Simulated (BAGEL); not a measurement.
# HF/3-21G (density fitting with qzvpp-jkfit) run of CHAlFO+ (SMILES [O+]#[C][AlH][F])

What is the vertical ionisation energy of CHAlFO+ at HF/3-21G (density fitting with qzvpp-jkfit)? 

Program for the calculation: BAGEL 1.2.2.

## 1. The molecule

CHAlFO+ has 5 atoms, charge +1, and is taken as a singlet. SMILES: `[O+]#[C][AlH][F]`. The shape comes from GFN2-xTB, which is rough for such elements, and wasn't checked as a minimum.

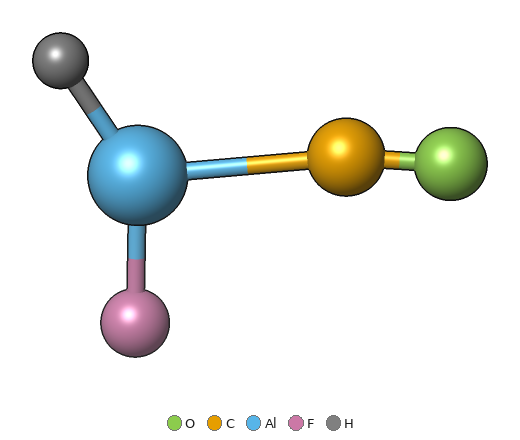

The structure, seen from a chosen angle (oxygen green, carbon amber, aluminium blue, fluorine pink, hydrogen grey).

## 2. The energy at HF/3-21G (density fitting with qzvpp-jkfit)

input.json reads:

```json
{ "bagel": [

{
  "title": "molecule",
  "basis": "3-21g",
  "df_basis": "qzvpp-jkfit",
  "angstrom": "true",
  "geometry": [
    { "atom": "O", "xyz": [    0.875470,   -1.765280,    1.316800 ] },
    { "atom": "C", "xyz": [    0.590070,   -0.886690,    0.714870 ] },
    { "atom": "Al", "xyz": [   -0.292060,    0.719910,   -0.510680 ] },
    { "atom": "F", "xyz": [   -1.742320,    0.033220,   -0.702740 ] },
    { "atom": "H", "xyz": [    0.568840,    1.898850,   -0.818240 ] }
  ]
},
{ "title": "hf", "charge": 1 },
{ "title": "print", "file": "orbitals.molden", "orbitals": "true" }

]}
```

Launch:

```
$ BAGEL_NUM_THREADS=1 BAGEL input.json > input.out
```

The program printed:

```text
* using 1 threads per process

  ===============================================================
  ===============================================================

  *** Geometry ***

  { "atom" : "O", "xyz" : [      1.654399,     -3.335896,      2.488391 ] },
  { "atom" : "C", "xyz" : [      1.115071,     -1.675601,      1.350909 ] },
  { "atom" : "Al", "xyz" : [     -0.551913,      1.360433,     -0.965045 ] },
  { "atom" : "F", "xyz" : [     -3.292508,      0.062777,     -1.327986 ] },
  { "atom" : "H", "xyz" : [      1.074952,      3.588306,     -1.546250 ] },

  Number of auxiliary basis functions:      375

  Since a DF basis is specified, we compute 2- and 3-index integrals:
    o Being stored without compression. Storage requirement is 0.005 GB

  Number of basis functions:       42
  Number of electrons      :       37

    * METHOD: MOLECULE                             0.14

  *** RHF ***

  === Nuclear Repulsion ===
   125.0065862181

      * DIIS with orbital gradients will be used.

  === RHF iteration (3-21g) ===
      0       -451.76565923          0.03720248           0.02
      1       -451.85313973          0.03328557           0.02
      2       -451.96411800          0.00324228           0.02
      3       -451.96548730          0.00154308           0.02
      4       -451.96581184          0.00016305           0.02
      5       -451.96582046          0.00004702           0.02
      6       -451.96582130          0.00001401           0.02
      7       -451.96582139          0.00000569           0.02
      8       -451.96582140          0.00000307           0.02
      9       -451.96582140          0.00000143           0.02
     10       -451.96582141          0.00000043           0.02
     11       -451.96582141          0.00000015           0.02
     12       -451.96582141          0.00000008           0.02
     13       -451.96582141          0.00000002           0.02
     14       -451.96582141          0.00000001           0.02
    * SCF iteration converged.

    * Permanent dipole moment:
           (   -1.263366,    -0.982334,     0.047832) a.u.

    * METHOD: HF                                   0.49

    * METHOD: PRINT                                0.01

  ===============================================================
```

Wall time 0.81 s (1 thread of Arm Neoverse N1, shared host); peak memory 0.085 GiB.

## 3. Doublet [CHAlFO]2+, same level

calc.json reads:

```json
{ "bagel": [

{
  "title": "molecule",
  "basis": "3-21g",
  "df_basis": "qzvpp-jkfit",
  "angstrom": true,
  "geometry": [
    { "atom": "O", "xyz": [    0.875470,   -1.765280,    1.316800 ] },
    { "atom": "C", "xyz": [    0.590070,   -0.886690,    0.714870 ] },
    { "atom": "Al", "xyz": [   -0.292060,    0.719910,   -0.510680 ] },
    { "atom": "F", "xyz": [   -1.742320,    0.033220,   -0.702740 ] },
    { "atom": "H", "xyz": [    0.568840,    1.898850,   -0.818240 ] }
  ]
},
{
  "title": "uhf",
  "charge": 2,
  "nopen": 1
},
{
  "title": "print",
  "file": "orbitals.molden",
  "orbitals": true
}

]}
```

Launch:

```
$ BAGEL_NUM_THREADS=1 BAGEL calc.json > calc.out
```

The program printed:

```text
* using 1 threads per process

  ===============================================================
  ===============================================================

  *** Geometry ***

  { "atom" : "O", "xyz" : [      1.654399,     -3.335896,      2.488391 ] },
  { "atom" : "C", "xyz" : [      1.115071,     -1.675601,      1.350909 ] },
  { "atom" : "Al", "xyz" : [     -0.551913,      1.360433,     -0.965045 ] },
  { "atom" : "F", "xyz" : [     -3.292508,      0.062777,     -1.327986 ] },
  { "atom" : "H", "xyz" : [      1.074952,      3.588306,     -1.546250 ] },

  Number of auxiliary basis functions:      375

  Since a DF basis is specified, we compute 2- and 3-index integrals:
    o Being stored without compression. Storage requirement is 0.005 GB

  Number of basis functions:       42
  Number of electrons      :       37

    * METHOD: MOLECULE                             0.15

  *** Open-shell HF ***

  === Nuclear Repulsion ===
   125.0065862181

      * DIIS with orbital gradients will be used.

  === UHF iteration (3-21g) ===
      0       -450.93537513          0.08130154           0.05
      1       -450.98129528          0.09799260           0.05
      2       -451.04768383          0.08724052           0.05
      3       -451.25170772          0.00728457           0.05
      4       -451.25655413          0.00413225           0.05
      5       -451.25942222          0.00219397           0.05
      6       -451.26144286          0.00115649           0.05
      7       -451.26210695          0.00091249           0.05
      8       -451.26270430          0.00059879           0.05
      9       -451.26293287          0.00054177           0.05
     10       -451.26308120          0.00038029           0.05
     11       -451.26320185          0.00034157           0.05
     12       -451.26332622          0.00021301           0.05
     13       -451.26340906          0.00007551           0.05
     14       -451.26340807          0.00009168           0.05
     15       -451.26341354          0.00001922           0.05
     16       -451.26341489          0.00001266           0.05
     17       -451.26341498          0.00000566           0.05
     18       -451.26341505          0.00000357           0.05
     19       -451.26341507          0.00000057           0.05
     20       -451.26341507          0.00000025           0.05
     21       -451.26341507          0.00000019           0.05
     22       -451.26341507          0.00000012           0.05
     23       -451.26341507          0.00000005           0.05
     24       -451.26341507          0.00000004           0.05
     25       -451.26341507          0.00000003           0.05
     26       -451.26341507          0.00000002           0.05
     27       -451.26341507          0.00000001           0.05
     28       -451.26341507          0.00000001           0.05
     29       -451.26341507          0.00000001           0.05
     30       -451.26341507          0.00000001           0.05
     31       -451.26341507          0.00000001           0.05
    * SCF iteration converged.

    * S^2 (UHF) is 0.7631

    * Permanent dipole moment:
           (   -2.054585,    -3.407062,     1.067604) a.u.

    * METHOD: UHF                                  1.61

    * METHOD: PRINT                                0.01

  ===============================================================
```

Wall time 1.9 s (1 thread of Arm Neoverse N1, shared host); peak memory 0.085 GiB.

## 4. Results

Level: HF/3-21G (density fitting with qzvpp-jkfit).

```
                                            quantity          value
                       singlet CHAlFO+: total energy  -451.96582 Eh
                        singlet CHAlFO+: HOMO energy      -20.10 eV
                        singlet CHAlFO+: LUMO energy       -5.12 eV
                      singlet CHAlFO+: HOMO–LUMO gap       14.98 eV
                    doublet [CHAlFO]2+: total energy  -451.26342 Eh
                            doublet [CHAlFO]2+: ⟨S²⟩          0.763
vertical ionisation energy (to the doublet dication)      19.113 eV
```

What this shows: Removing an electron at fixed nuclei costs 19.11 eV (1844 kJ/mol). The negative HOMO energy of the first species, 20.10 eV, lies 0.99 eV above that difference.
